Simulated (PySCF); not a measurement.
# Geometry relaxation of C₃H₁₁ClOSi₂ (part 1 of 2)

The run: geometry relaxation of C₃H₁₁ClOSi₂. Method and program: PBE0-D3(BJ)/def2-SVP geometry optimisation, gas phase (PySCF 2.14.0).

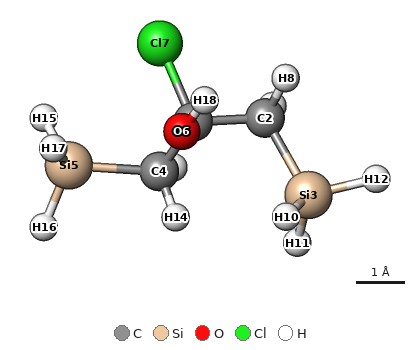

Figure 1. The structure as given in the input (ball-and-stick view, seen at a tilt; atoms are numbered from 1 in the order of the input).

### Input file
```
{"job": {"xc": "PBE0", "basis": "def2-SVP", "d3": "d3bj", "grid": 2, "kind": "geom", "shake": 0.01}, "charge": 0, "multiplicity": 1}
C      0.186281     0.163711     0.631282
C     -0.200380     1.584613     0.171959
Si     0.210308     1.876983    -1.673555
C     -0.567829    -0.910712    -0.070948
Si    -0.302077    -2.627475     0.723875
O      1.508341    -0.070747     0.501041
Cl    -0.243646     0.080662     2.427692
H      0.363425     2.313716     0.788496
H     -1.257143     1.770715     0.371598
H      1.551901     1.336943    -1.955392
H     -0.794505     1.249164    -2.502266
H      0.225896     3.328944    -1.868043
H     -1.690081    -0.655204    -0.075961
H     -0.282607    -0.923564    -1.098020
H     -1.216831    -2.804061     1.864289
H     -0.621742    -3.599834    -0.288143
H      1.093177    -2.739156     1.148888
H      2.018738     0.630942     0.929124
```

The first line tells a small driver script what to run in PySCF; the rest is the geometry in Å.

Machine: 1 CPU thread, shared host.

Launch command:
```bash
OMP_NUM_THREADS=1 python <driver script> task.json out
```

### What the program printed
```
step   0  E = -1234.25929227  max force = 0.042881
step   1  E = -1234.26695579  max force = 0.017311
step   2  E = -1234.26748152  max force = 0.004278
step   3  E = -1234.26755694  max force = 0.000984
step   4  E = -1234.26760436  max force = 0.001066
step   5  E = -1234.26765075  max force = 0.001812
step   6  E = -1234.26774496  max force = 0.002029
step   7  E = -1234.26786100  max force = 0.001352
step   8  E = -1234.26798042  max force = 0.001177
step   9  E = -1234.26808400  max force = 0.001063
step  10  E = -1234.26815017  max force = 0.001183
step  11  E = -1234.26819389  max force = 0.001101
step  12  E = -1234.26822418  max force = 0.000801
step  13  E = -1234.26823414  max force = 0.000472
step  14  E = -1234.26823631  max force = 0.000172
optimisation converged
```

### Trajectory as extended XYZ (Å, eV, eV/Å), 15 frames, from step=0 to step=14
```
18
Properties=species:S:1:pos:R:3:forces:R:3 step=0 energy=-33585.90605
C     0.1863    0.1637    0.6313   -0.6312   1.4844   0.0530
C    -0.2004    1.5846    0.1720    0.6589  -0.3248   0.0042
Si    0.2103    1.8770   -1.6736    0.2511   0.1277   1.1627
C    -0.5678   -0.9107   -0.0709   -2.2050  -0.3941   1.0661
Si   -0.3021   -2.6275    0.7239   -0.1710   1.0412   0.1706
O     1.5083   -0.0707    0.5010    1.1259  -0.2274  -0.1479
Cl   -0.2437    0.0807    2.4277   -0.1443   0.0131   0.4097
H     0.3634    2.3137    0.7885   -0.0768  -0.0682  -0.1317
H    -1.2571    1.7707    0.3716   -0.2973   0.0455   0.0088
H     1.5519    1.3369   -1.9554    0.2878  -0.1336  -0.1810
H    -0.7945    1.2492   -2.5023   -0.5938  -0.3729  -0.6395
H     0.2259    3.3289   -1.8680   -0.0445   0.5469  -0.2344
H    -1.6901   -0.6552   -0.0760    1.3976  -0.3760   0.1337
H    -0.2826   -0.9236   -1.0980    0.5226  -0.1000  -1.2821
H    -1.2168   -2.8041    1.8643   -0.2045  -0.1196   0.2581
H    -0.6217   -3.5998   -0.2881   -0.1866  -0.8683  -0.7585
H     1.0932   -2.7392    1.1489    0.4692  -0.1866   0.1522
H     2.0187    0.6309    0.9291   -0.1582  -0.0872  -0.0439
18
Properties=species:S:1:pos:R:3:forces:R:3 step=1 energy=-33586.11459
C     0.3357    0.2853    1.1182    0.0307  -0.1803   0.0669
C    -0.0001    1.6890    0.6411   -0.1308   0.0823  -0.0372
Si    0.3531    2.0218   -1.1980    0.0855  -0.0466   0.0010
C    -0.4560   -0.8198    0.4409    0.8902  -0.1566  -0.1308
Si   -0.2071   -2.5679    1.1552    0.0427   0.1046   0.1891
O     1.6696   -0.0153    0.9873   -0.0997  -0.0401  -0.0399
Cl   -0.1051    0.2426    2.9411    0.0144  -0.0075  -0.0895
H     0.5767    2.4159    1.2378    0.0059   0.0190   0.0127
H    -1.0626    1.9050    0.8455    0.0803   0.0033  -0.0075
H     1.7077    1.5072   -1.5609   -0.0079   0.0484  -0.0155
H    -0.6574    1.3657   -2.0779   -0.0406  -0.0370   0.0073
H     0.3006    3.4950   -1.4474   -0.0043  -0.0148   0.0502
H    -1.5049   -0.5761    0.4567   -0.8210   0.1703   0.0051
H    -0.1366   -0.8391   -0.6187   -0.0505  -0.0166   0.0686
H    -1.1346   -2.8015    2.3021    0.0145  -0.0092  -0.0267
H    -0.5274   -3.5650    0.0930   -0.0494  -0.0084  -0.0986
H     1.2018   -2.7870    1.5897   -0.0217   0.0069  -0.0017
H     2.1887    0.6715    1.4186    0.0616   0.0825   0.0466
18
Properties=species:S:1:pos:R:3:forces:R:3 step=2 energy=-33586.12889
C     0.3454    0.2787    1.1127   -0.0389  -0.0002   0.0624
C     0.0033    1.6839    0.6387   -0.0043   0.0255  -0.0036
Si    0.3560    2.0207   -1.1973    0.0090  -0.0252  -0.0119
C    -0.4457   -0.8233    0.4345   -0.1214   0.0469  -0.0507
Si   -0.2095   -2.5621    1.1664   -0.0152   0.0033   0.0554
O     1.6803   -0.0145    0.9839   -0.0213  -0.0057  -0.0235
Cl   -0.0993    0.2302    2.9302    0.0106  -0.0031  -0.0108
H     0.5737    2.4151    1.2375    0.0074  -0.0078   0.0047
H    -1.0584    1.8931    0.8417    0.0047   0.0157  -0.0073
H     1.7178    1.5379   -1.5718    0.0031   0.0260  -0.0065
H    -0.6529    1.3499   -2.0715    0.0012  -0.0132   0.0081
H     0.2765    3.4946   -1.4276   -0.0070   0.0059   0.0098
H    -1.5239   -0.5719    0.4473    0.2200  -0.0530  -0.0079
H    -0.1280   -0.8521   -0.6230   -0.0290  -0.0085   0.0096
H    -1.1437   -2.7882    2.3072    0.0024  -0.0114  -0.0069
H    -0.5408   -3.5503    0.0931   -0.0134   0.0025  -0.0176
H     1.1951   -2.7909    1.6053   -0.0013   0.0006  -0.0003
H     2.1962    0.6764    1.4172   -0.0064   0.0018  -0.0030
18
Properties=species:S:1:pos:R:3:forces:R:3 step=3 energy=-33586.13094
C     0.3492    0.2777    1.1114   -0.0359   0.0061   0.0216
C     0.0049    1.6834    0.6380    0.0112  -0.0040   0.0050
Si    0.3556    2.0237   -1.1976   -0.0062  -0.0116  -0.0039
C    -0.4390   -0.8258    0.4326   -0.0264   0.0157  -0.0131
Si   -0.2149   -2.5633    1.1724   -0.0111   0.0024   0.0116
O     1.6838   -0.0138    0.9797    0.0102   0.0072  -0.0079
Cl   -0.0933    0.2271    2.9286    0.0076  -0.0024  -0.0064
H     0.5730    2.4157    1.2378    0.0081  -0.0126   0.0039
H    -1.0572    1.8902    0.8399   -0.0050   0.0178  -0.0057
H     1.7228    1.5609   -1.5769    0.0054   0.0175  -0.0015
H    -0.6481    1.3421   -2.0697    0.0082  -0.0093   0.0041
H     0.2582    3.4976   -1.4218   -0.0091   0.0032   0.0005
H    -1.5119   -0.5741    0.4422    0.0506  -0.0173  -0.0057
H    -0.1219   -0.8593   -0.6244   -0.0039  -0.0051   0.0042
H    -1.1547   -2.7855    2.3088   -0.0011  -0.0043  -0.0019
H    -0.5501   -3.5480    0.0957   -0.0038   0.0025   0.0000
H     1.1868   -2.8000    1.6161    0.0020  -0.0015   0.0006
H     2.1990    0.6786    1.4117   -0.0008  -0.0044  -0.0055
18
Properties=species:S:1:pos:R:3:forces:R:3 step=4 energy=-33586.13223
C     0.3562    0.2753    1.1085   -0.0197   0.0087  -0.0149
C     0.0080    1.6812    0.6374    0.0083  -0.0159   0.0069
Si    0.3548    2.0294   -1.1972   -0.0117   0.0066   0.0060
C    -0.4305   -0.8294    0.4298    0.0271  -0.0110   0.0227
Si   -0.2246   -2.5645    1.1807   -0.0013   0.0002  -0.0213
O     1.6910   -0.0127    0.9712    0.0166  -0.0020  -0.0033
Cl   -0.0807    0.2213    2.9257    0.0045  -0.0012   0.0036
H     0.5726    2.4140    1.2399    0.0095  -0.0104   0.0020
H    -1.0553    1.8842    0.8378   -0.0028   0.0167  -0.0018
H     1.7329    1.6044   -1.5804    0.0067   0.0081   0.0044
H    -0.6337    1.3251   -2.0684    0.0111  -0.0073  -0.0025
H     0.2219    3.5017   -1.4153   -0.0119  -0.0027  -0.0067
H    -1.5000   -0.5763    0.4338   -0.0548   0.0138  -0.0040
H    -0.1120   -0.8699   -0.6260    0.0168  -0.0018  -0.0011
H    -1.1736   -2.7779    2.3110   -0.0023   0.0035   0.0024
H    -0.5643   -3.5470    0.1027    0.0045  -0.0010   0.0102
H     1.1724   -2.8127    1.6332    0.0022  -0.0017   0.0002
H     2.2069    0.6811    1.4000   -0.0029  -0.0026  -0.0028
18
Properties=species:S:1:pos:R:3:forces:R:3 step=5 energy=-33586.13350
C     0.3636    0.2717    1.1038   -0.0025   0.0005  -0.0420
C     0.0118    1.6782    0.6372   -0.0007  -0.0200   0.0057
Si    0.3547    2.0376   -1.1957   -0.0089   0.0165   0.0103
C    -0.4238   -0.8335    0.4270    0.0258  -0.0231   0.0399
Si   -0.2364   -2.5653    1.1901    0.0071  -0.0036  -0.0346
O     1.6980   -0.0149    0.9571    0.0165  -0.0005   0.0015
Cl   -0.0622    0.2136    2.9226    0.0013   0.0032   0.0125
H     0.5728    2.4109    1.2431    0.0105  -0.0084   0.0001
H    -1.0527    1.8776    0.8360    0.0019   0.0126   0.0048
H     1.7484    1.6652   -1.5773    0.0064   0.0013   0.0090
H    -0.6063    1.2999   -2.0696    0.0119  -0.0059  -0.0072
H     0.1709    3.5051   -1.4103   -0.0134  -0.0066  -0.0099
H    -1.4915   -0.5770    0.4250   -0.0932   0.0281  -0.0047
H    -0.1022   -0.8821   -0.6271    0.0254   0.0016  -0.0036
H    -1.1944   -2.7663    2.3148   -0.0017   0.0078   0.0048
H    -0.5802   -3.5491    0.1143    0.0093  -0.0032   0.0127
H     1.1558   -2.8245    1.6517    0.0011  -0.0007  -0.0008
H     2.2159    0.6800    1.3814    0.0032   0.0003   0.0013
18
Properties=species:S:1:pos:R:3:forces:R:3 step=6 energy=-33586.13606
C     0.3762    0.2637    1.0930    0.0343  -0.0098  -0.0653
C     0.0182    1.6716    0.6372   -0.0268  -0.0090  -0.0022
Si    0.3579    2.0544   -1.1907    0.0001   0.0228   0.0103
C    -0.4185   -0.8409    0.4235    0.0133  -0.0307   0.0524
Si   -0.2600   -2.5661    1.2071    0.0172  -0.0100  -0.0382
O     1.7091   -0.0219    0.9232    0.0031  -0.0059   0.0046
Cl   -0.0202    0.2003    2.9172   -0.0041   0.0056   0.0224
H     0.5730    2.4029    1.2505    0.0109  -0.0048  -0.0021
H    -1.0483    1.8643    0.8337    0.0094   0.0052   0.0150
H     1.7825    1.8002   -1.5558    0.0053  -0.0061   0.0143
H    -0.5286    1.2425   -2.0768    0.0115  -0.0040  -0.0119
H     0.0596    3.5031   -1.4059   -0.0118  -0.0100  -0.0118
H    -1.4837   -0.5759    0.4125   -0.1043   0.0404  -0.0028
H    -0.0918   -0.9043   -0.6277    0.0255   0.0055  -0.0057
H    -1.2295   -2.7424    2.3262    0.0010   0.0109   0.0066
H    -0.6126   -3.5559    0.1395    0.0123  -0.0045   0.0101
H     1.1251   -2.8424    1.6807   -0.0006   0.0021  -0.0024
H     2.2339    0.6741    1.3371    0.0037   0.0024   0.0068
18
Properties=species:S:1:pos:R:3:forces:R:3 step=7 energy=-33586.13922
C     0.3853    0.2542    1.0791    0.0560  -0.0202  -0.0647
C     0.0216    1.6645    0.6369   -0.0495   0.0068  -0.0054
Si    0.3683    2.0734   -1.1834    0.0090   0.0162   0.0029
C    -0.4246   -0.8477    0.4236   -0.0124  -0.0239   0.0405
Si   -0.2840   -2.5663    1.2240    0.0193  -0.0134  -0.0250
O     1.7141   -0.0342    0.8775   -0.0113  -0.0007   0.0049
Cl    0.0309    0.1870    2.9117   -0.0067   0.0097   0.0230
H     0.5703    2.3927    1.2592    0.0094  -0.0018  -0.0024
H    -1.0466    1.8508    0.8311    0.0156  -0.0047   0.0205
H     1.8212    1.9653   -1.5086    0.0040  -0.0091   0.0157
H    -0.4062    1.1760   -2.0912    0.0096  -0.0030  -0.0110
H    -0.0672    3.4848   -1.4119   -0.0053  -0.0089  -0.0110
H    -1.4880   -0.5713    0.4102   -0.0695   0.0324   0.0033
H    -0.0983   -0.9253   -0.6266    0.0117   0.0086  -0.0076
H    -1.2530   -2.7184    2.3473    0.0042   0.0079   0.0055
H    -0.6508   -3.5647    0.1698    0.0097  -0.0034   0.0026
H     1.0992   -2.8543    1.6968   -0.0019   0.0045  -0.0035
H     2.2497    0.6609    1.2788    0.0081   0.0031   0.0115
18
Properties=species:S:1:pos:R:3:forces:R:3 step=8 energy=-33586.14247
C     0.3854    0.2470    1.0658    0.0527  -0.0208  -0.0305
C     0.0175    1.6595    0.6366   -0.0605   0.0281  -0.0065
Si    0.3884    2.0870   -1.1744    0.0180   0.0033  -0.0078
C    -0.4473   -0.8503    0.4305   -0.0198  -0.0049   0.0126
Si   -0.3009   -2.5664    1.2347    0.0137  -0.0095  -0.0014
O     1.7077   -0.0467    0.8276   -0.0211  -0.0027   0.0011
Cl    0.0817    0.1799    2.9087   -0.0065   0.0061   0.0073
H     0.5606    2.3841    1.2681    0.0052  -0.0015  -0.0019
H    -1.0520    1.8406    0.8277    0.0155  -0.0107   0.0155
H     1.8583    2.1246   -1.4340    0.0009  -0.0065   0.0107
H    -0.2479    1.1101   -2.1067    0.0044  -0.0032  -0.0047
H    -0.1763    3.4451   -1.4387    0.0026  -0.0028  -0.0076
H    -1.5096   -0.5628    0.4297   -0.0049   0.0076   0.0144
H    -0.1335   -0.9352   -0.6229   -0.0117   0.0109  -0.0081
H    -1.2485   -2.7060    2.3779    0.0059   0.0007   0.0021
H    -0.6894   -3.5715    0.1952    0.0018  -0.0003  -0.0063
H     1.0903   -2.8568    1.6820   -0.0017   0.0058  -0.0021
H     2.2573    0.6447    1.2166    0.0056   0.0003   0.0133
```
